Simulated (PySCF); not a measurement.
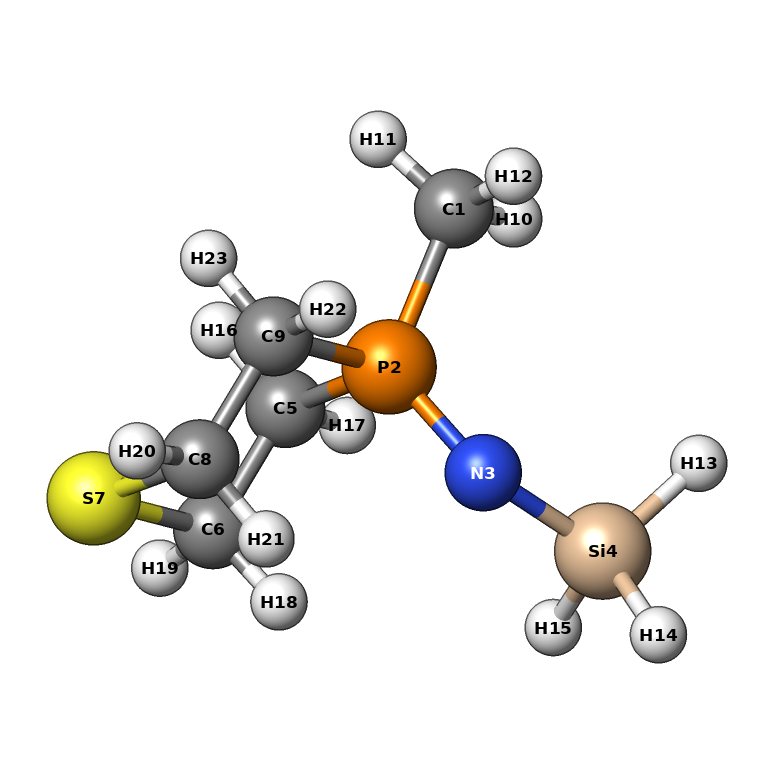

Every bond is drawn as one stick. The computed structure is the end point of a GFN2-xTB optimisation. No frequency run is at hand to confirm it as a minimum. Method: PBE0/pcSseg-1 (PySCF 2.14.0).

List the Mayer bond orders of C1–P2, P2–N3, P2–C5, P2–C9, N3–Si4, C5–C6, C6–S7, S7–C8, C8–C9 (bonds between heavy atoms, one of each equivalent set).

| bond | Mayer order | length (Å) |
| --- | --- | --- |
| C1–P2 | 0.97 | 1.839 |
| P2–N3 | 1.62 | 1.560 |
| P2–C5 | 0.90 | 1.851 |
| P2–C9 | 0.93 | 1.833 |
| N3–Si4 | 1.03 | 1.718 |
| C5–C6 | 1.00 | 1.517 |
| C6–S7 | 1.01 | 1.819 |
| S7–C8 | 1.00 | 1.819 |
| C8–C9 | 1.01 | 1.518 |

The geometry is semi-empirical. Around P, Si such bond lengths and angles can be off by a tenth of an ångström or more and by several degrees, and values that hang on the shape move with them.
